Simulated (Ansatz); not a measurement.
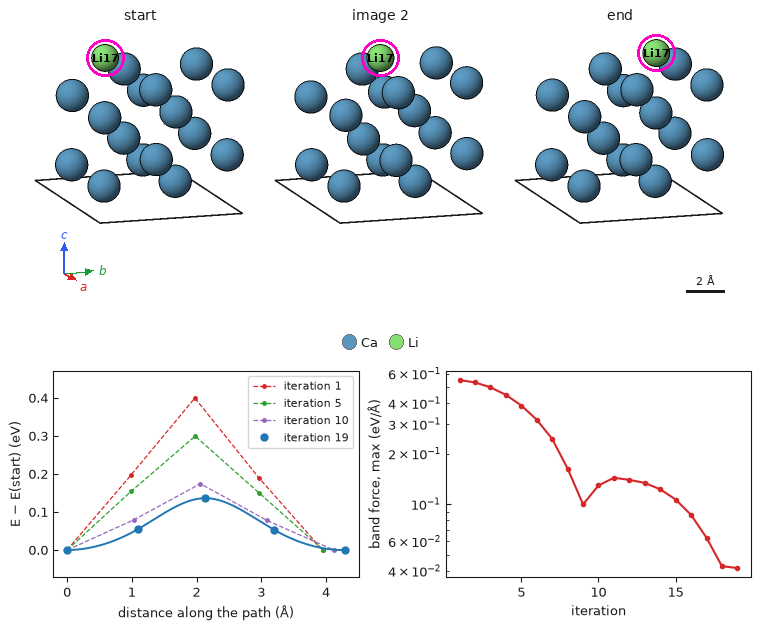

A search for the minimum-energy path of Li on Ca(110) (17 atoms in the cell) by the nudged elastic band. Images are numbered from 0 (start) to 4 (end). The plot follows the band through its iterations. A spheres-only model of the simulation cell, with the vacuum cut short (origin moved), seen slightly off an axis. The moving atom is ringed, with any periodic copies.

All numbers below come from DFT PBE-D3(BJ), scalar-relativistic, plane waves, PAW (Ansatz). Set-up: plane-wave cutoff 420 eV; k-point mesh 2 × 2 × 1; Gaussian smearing 0.15 eV; 4 atoms held fixed; 3 movable images; climbing image; force threshold 0.05 eV/Å; iteration limit 50; spring constant 0.1 eV/Å²; optimiser FIRE.

Judge this run.

The run is converged, with reservations. The band converged in 19 iterations. The largest component of the band force went from 0.55 to 0.042 eV/Å. The climbing image converged on the top of the path. Its curvatures weren't checked. The spring constant is far from the usual few eV/Å², which spoils the spacing or the steps. The first iteration put the highest image at 0.400 eV. The two ends have the same energy, and the highest point, image 2, lies 0.137 eV above the start.

Limits of the set-up: the k-point mesh is coarse for a cell with partly filled bands; the periodic images lie only 7.9 Å apart, so the values are limited by the cell's size.
